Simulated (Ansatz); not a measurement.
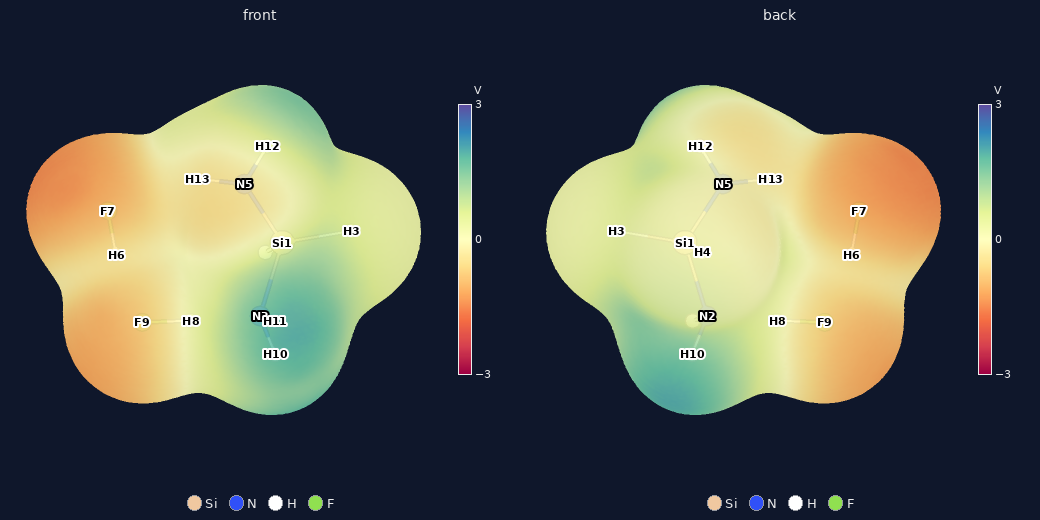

H6N2Si···HF···HF. The molecular electrostatic potential painted on the density surface at 0.001 e/bohr³, seen from the front and from behind; the colour scale runs from red (negative) to blue (positive).

The reactant side of a reaction path; geometry: PBE0-D4/def2-TZVP.

The calculation used RKS PBE0-D4/def2-TZVPP (Ansatz).

Input

```
crystal:
  periodic: [false, false, false]
  atoms:
    - {symbol: Si, position_ang: [-0.936978, -0.059636, -0.877663]}
    - {symbol: N, position_ang: [-0.363140, -1.378902, 0.168906]}
    - {symbol: H, position_ang: [-1.454820, -0.580264, -2.169079]}
    - {symbol: H, position_ang: [-2.042583, 0.514659, -0.070154]}
    - {symbol: N, position_ang: [0.368245, 0.952813, -1.223306]}
    - {symbol: H, position_ang: [1.234206, 1.051237, 1.755730]}
    - {symbol: F, position_ang: [1.392399, 1.908708, 1.372208]}
    - {symbol: H, position_ang: [0.348280, -0.812367, 1.333890]}
    - {symbol: F, position_ang: [0.839084, -0.392301, 2.119602]}
    - {symbol: H, position_ang: [-1.107101, -1.954811, 0.549294]}
    - {symbol: H, position_ang: [0.307960, -1.991016, -0.283154]}
    - {symbol: H, position_ang: [0.586395, 1.232437, -2.162745]}
    - {symbol: H, position_ang: [0.828052, 1.509544, -0.513529]}
basis:
  gaussian: {orbitals: def2-TZVPP}
hamiltonian: {xc: pbe0, dispersion: d4}
output: {orbitals: {seedname: orbitals}}
```

Command:

```sh
ansatz run in.yaml --threads 8 --pin off --events-out ev --progress --plain --max-ram 19148MiB
```

### Where is the surface potential most negative and most positive?

The most negative region (about −1.5 V) lies over F7, the most positive (about +2.0 V) over H10 and H11.
